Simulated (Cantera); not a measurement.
A closed system holds: 1 mol SiH2Cl2, 1.7 mol NH3, 3 mol N2, held at 1330 Pa.

These are equilibrium values from Cantera (NASA tables, ideal gas, pure condensed phases), not measurements of a reactor. Candidate condensed phases: NH4Cl, Si, Si3N4; 28 gas species. The tables' values for SiCl, SiCl3, SiN are old estimates; treat these amounts as uncertain. Gases not in the tables: Si2H6 and higher silanes. Kinetics and transport are ignored.

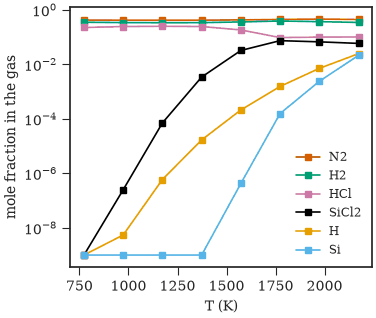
Figure. Equilibrium gas composition (values under 1e-9 drawn at 1e-9)

From 773 K to 1773 K the condensed part is Si3N4(s). From 1973 K to 2173 K the condensed part is Si(l). The main Si-bearing gas is SiCl4 at 773 K and SiCl2 at 2173 K. The share of Si in condensed phases is highest at 1173 K (97.9 %) and lowest at 2173 K (23.0 %).
